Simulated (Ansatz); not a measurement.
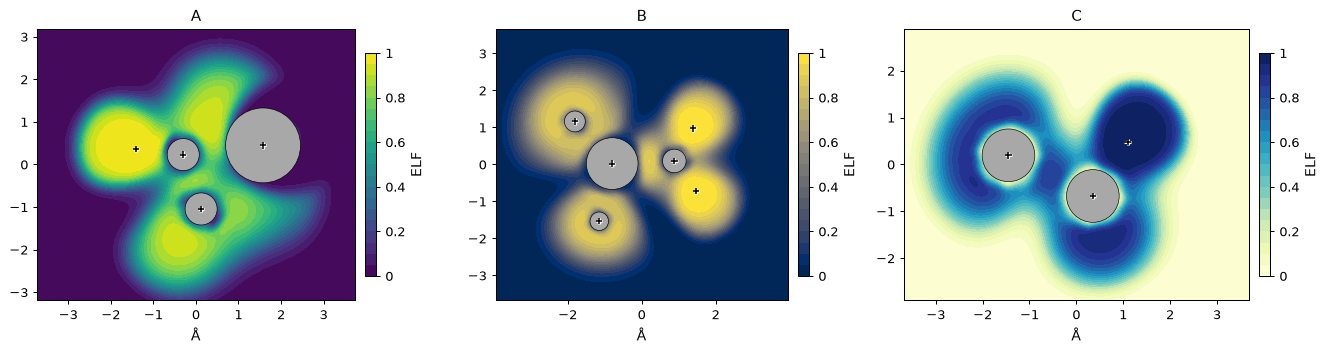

The electron localisation function of 3 systems, each on a plane through atoms (crosses mark nuclei in the plane; grey discs cover the cores).

Computed with isolated molecule in a Gaussian basis; Kohn-Sham density functional theory, functional PBE0 (Ansatz).

System 1: HS2 (charge +1, triplet), the molecular plane. Geometry: B3LYP/6-31G*.

```xyz
3

S     1.5126   -0.8101   -0.2648
S    -0.2531    0.0028    0.1990
H     0.1518    1.3077    0.1840
```

System 2: C2HLi (SMILES [Li-]1[C+]=[CH]1) (triplet), the molecular plane. Geometry: r2SCAN-D4/def2-SVP.

```xyz
4

C    -1.8585    0.6409    0.4535
C    -1.3091    0.0537    1.5296
Li   -2.3964    1.8053    1.8379
H    -1.6723    0.1200   -0.5139
```

System 3: FH2NOSi (SMILES N[Si](=O)F), the molecular plane. Geometry: B3LYP/6-31G*.

```yaml
atoms:
  - { symbol: F, position_ang: [1.8292, 0.2841, 1.0667] }
  - { symbol: N, position_ang: [-0.4509, -0.8524, 0.5367] }
  - { symbol: O, position_ang: [-0.3976, 1.5764, 2.1079] }
  - { symbol: Si, position_ang: [0.2615, 0.4541, 1.3197] }
  - { symbol: H, position_ang: [0.0739, -1.5548, 0.0333] }
  - { symbol: H, position_ang: [-1.4513, -0.9962, 0.5345] }
```

> Which map belongs to which system?

Panel A is system 2, C2HLi: the plane holds C, Li and H. C–C (1.34 Å): the ELF peaks at about 0.85 between the atoms; a multiple bond. Panel B is system 3, FH2NOSi: the plane holds F, N, O, Si and H. Si–O (1.52 Å): the ELF peaks at about 0.80 between the atoms (a polar covalent bond). Panel C is system 1, HS2: the plane holds S and H. S–S (2.00 Å): the ELF peaks at about 0.85 between the atoms; localised, covalent bonding.
